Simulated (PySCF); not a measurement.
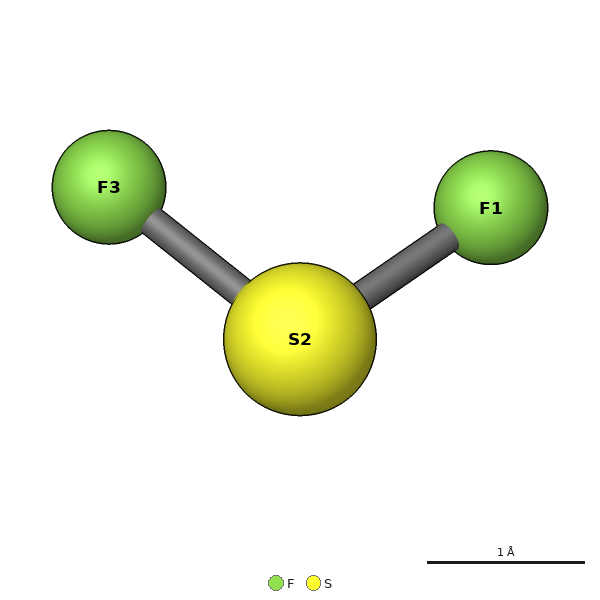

The atoms are numbered. The computed structure is the end point of a PBE0-D3(BJ)/def2-SVP optimisation. No frequency run is at hand to confirm it as a minimum.

Give these bond angles: F1–S2–F3.

```
   angle  degrees
F1–S2–F3     99.4
```
